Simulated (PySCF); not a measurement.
```xyz
20

C     2.8645    0.4890   -0.2875
C     1.5199    0.4259    0.4300
C     0.4993   -0.4368   -0.3126
B    -0.9435   -0.5239    0.4489
N    -1.8533   -1.5066   -0.5418
Si   -1.9349    1.1853    0.5612
H     3.5696    1.1105    0.2612
H     2.7445    0.9080   -1.2853
H     3.2924   -0.5075   -0.3866
H     1.6646    0.0235    1.4353
H     1.1209    1.4372    0.5377
H     0.3889   -0.0226   -1.3228
H     0.9404   -1.4342   -0.4406
H    -0.8676   -1.1356    1.4749
H    -2.7802   -1.6287   -0.1470
H    -1.9267   -1.0630   -1.4521
H    -1.3922   -2.4067   -0.6399
H    -2.0392    1.8987   -0.7352
H    -1.5012    2.2199    1.5083
H    -3.3713    0.9782    0.8909
```

Geometry: GFN2-xTB.

Theory: PBE0/pcSseg-1, SCF density, gas phase, non-relativistic in PySCF.

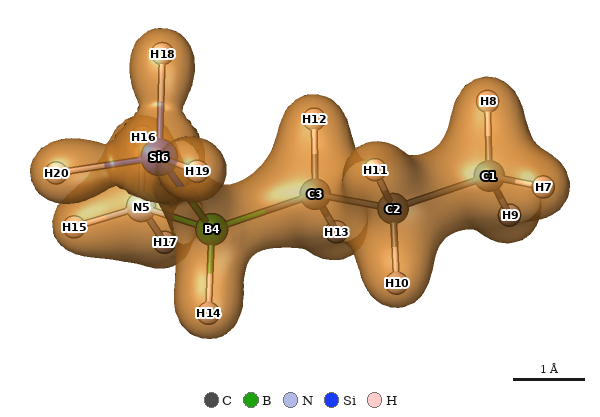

C$_{3}$H$_{14}$BNSi. Isosurface of the electron density at 0.6 e/Å³ (orange), seen from one side.

Question: How is the density connected at this value?

Answer: At this value the surface is in one piece. It bridges the sampled C–C (1.53 Å), C–B (1.63 Å), B–N (1.67 Å) and Si–B (1.98 Å) contacts, where the density stays above the isovalue. On the grid the lowest density along these lines, outside the cores, is 1.6 e/Å³ (C–C, 1.53 Å), 1.1 e/Å³ (C–B, 1.63 Å), 0.71 e/Å³ (B–N, 1.67 Å) and 0.77 e/Å³ (Si–B, 1.98 Å).
